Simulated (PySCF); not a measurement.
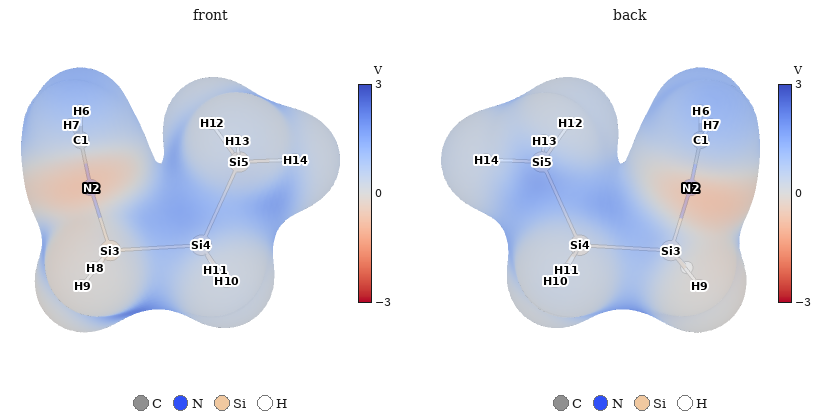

CH9NSi3 (SMILES C=N[SiH2][SiH2][SiH3]). The molecular electrostatic potential painted on the density surface at 0.004 e/bohr³, seen from the front and from behind; the colour scale runs from red (negative) to blue (positive).

Geometry: GFN2-xTB.

These are results of PySCF 2.14.0, PBE0/pcSseg-1, SCF density, in a chloroform solvent model, non-relativistic, not measurements.

The calculation's input:

```
{"job": {"kind": "nmr", "xc": "PBE0", "basis": "pcSseg-1", "solvent": "chloroform", "pop": false}, "charge": 0, "multiplicity": 1}
C      1.790395     1.478712     0.794310
N      1.678347     0.499691     0.043394
Si     1.377404    -0.833518    -0.934390
Si    -0.850428    -1.291204    -0.485057
Si    -2.094312     0.403309     0.476646
H      1.576306     2.498370     0.460276
H      2.121287     1.381707     1.832791
H      1.645571    -0.479402    -2.337106
H      2.319728    -1.910330    -0.592797
H     -1.479604    -1.726379    -1.745403
H     -0.929325    -2.504691     0.348126
H     -1.425271     0.958202     1.658124
H     -2.299508     1.526164    -0.443206
H     -3.430590    -0.000629     0.924294
```

Launched as:

```sh
OMP_NUM_THREADS=1 python ens_run.py task.json out
```

Question: Describe the electrostatic potential map.

Answer: The most negative region (about −0.7 V, or −16 kcal/mol for a unit charge) lies over N2, the most positive (about +2.0 V, or +46 kcal/mol for a unit charge) over Si3.

Question: What dipole moment does the calculation give?

Answer: Its dipole moment is 1.28 D.
